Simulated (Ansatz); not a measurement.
BH5O2Si2 (SMILES B1O[SiH2]O[SiH2]1)

```xyz
10

B    -1.2305    1.2043   -0.5300
O    -0.4504    0.1662   -0.9183
O     0.6469    0.6669    1.4259
Si    0.7925   -0.3553    0.1326
Si   -0.5985    1.8286    1.3157
H    -2.1129    1.5799   -1.2679
H     0.5279   -1.7694    0.4958
H     2.0894   -0.1976   -0.5707
H    -1.5433    1.6538    2.4611
H    -0.0094    3.1990    1.4135
```

Geometry: PBE0-D3(BJ)/def2-SVP.

Level of theory: Ansatz 0.2.0, isolated molecule in a Gaussian basis; Kohn-Sham density functional theory, functional PBE0.

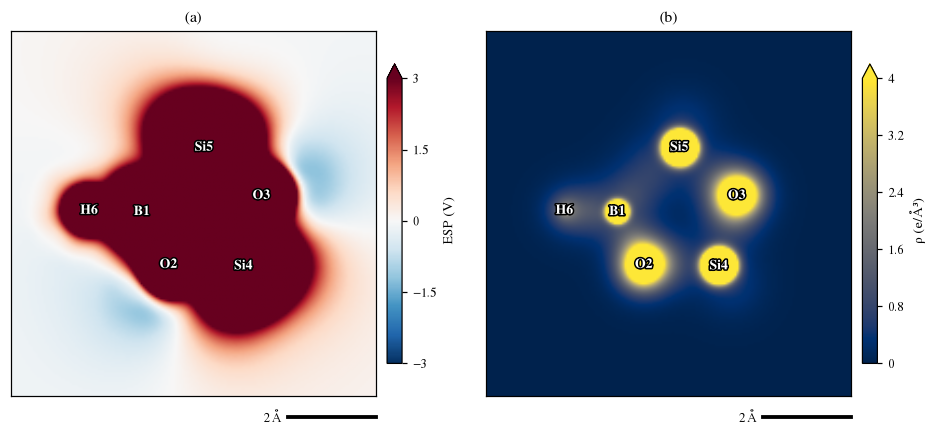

Figure 1. (a) molecular electrostatic potential; (b) electron density on the plane of atoms Si5, B1 and H6.

Question: What does the map show?

Answer:
- Atoms in the plane: B, O, Si and H.
- B–O (1.36 Å): ρ at the midpoint is about 2.1 e/Å³.
- Si–O (1.65 Å): ρ at the midpoint is about 1.2 e/Å³.
- Si–B (2.05 Å): ρ at the midpoint is about 0.79 e/Å³.
- B–H (1.21 Å): ρ is about 1.2 e/Å³ halfway.
- Si–O (1.71 Å): the density is about 1 e/Å³ at the midpoint.
- Outside the dense part of the molecule the potential is most negative (−1.2 V) near O3.

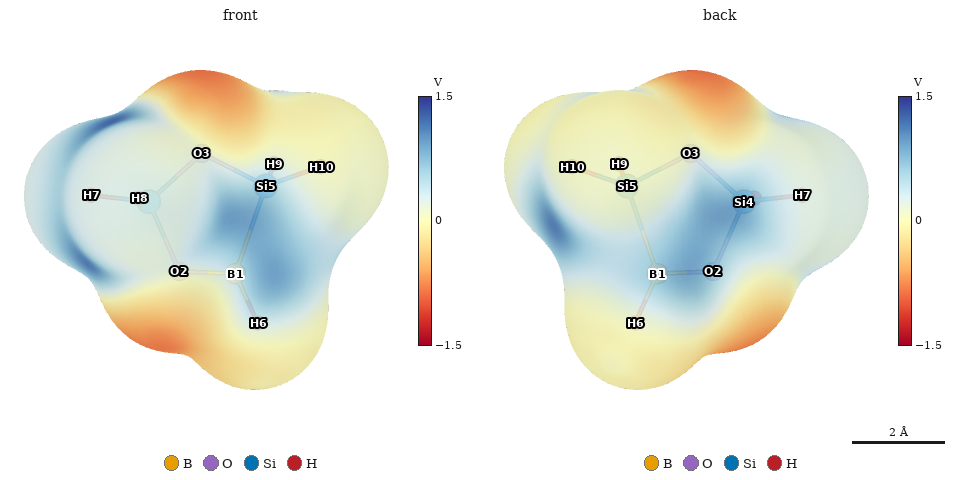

Figure 2. The molecular electrostatic potential painted on the density surface at 0.001 e/bohr³, seen from the front and from behind; the colour scale runs from red (negative) to blue (positive).

Question: Describe the electrostatic potential map.

Answer: The most negative region (about −0.8 V, or −18 kcal/mol for a unit charge) lies over O2 and O3, the most positive (about +1.2 V, or +28 kcal/mol for a unit charge) over Si4 and Si5.

Question: How polar is the molecule by this calculation?

Answer: Its dipole moment is 0.23 D.

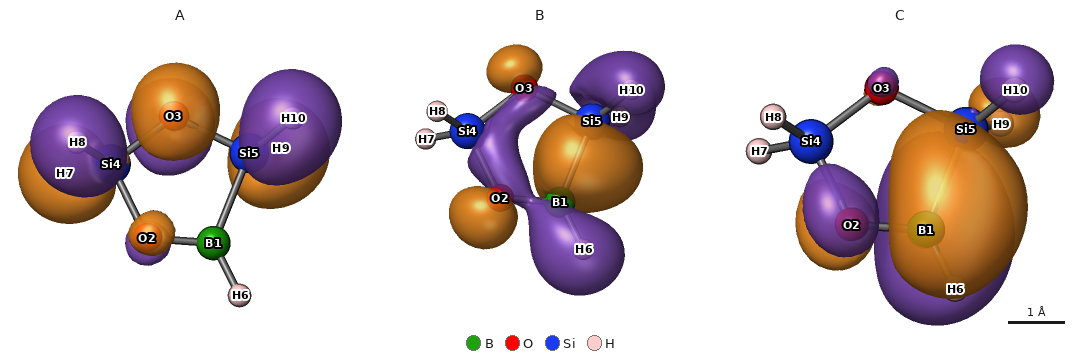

Figure 3. Three frontier orbitals at ±0.08 Å⁻³ᐟ² (orange and purple are the two phases), in no order.

Question: Which picture is the HOMO−1, the HOMO and the LUMO?

Answer: A is the HOMO−1 (−8.76 eV). It lies mainly on O3 (about 30 %), Si5 (about 15 %), Si4 (about 10 %), H9 (about 10 %), H10 (about 10 %), H7 (about 10 %) and H8 (about 10 %). B is the HOMO (−7.68 eV). By Hirshfeld shares it lies mainly on Si5 (about 30 %), B1 (about 30 %), O2 (about 15 %) and H6 (about 10 %). C is the LUMO (−1.35 eV). It lies mainly on B1 (about 50 %), Si5 (about 20 %), O2 (about 15 %) and H6 (about 5 %).

Question: What is the HOMO–LUMO gap?

Answer: 6.33 eV between the orbital energies.
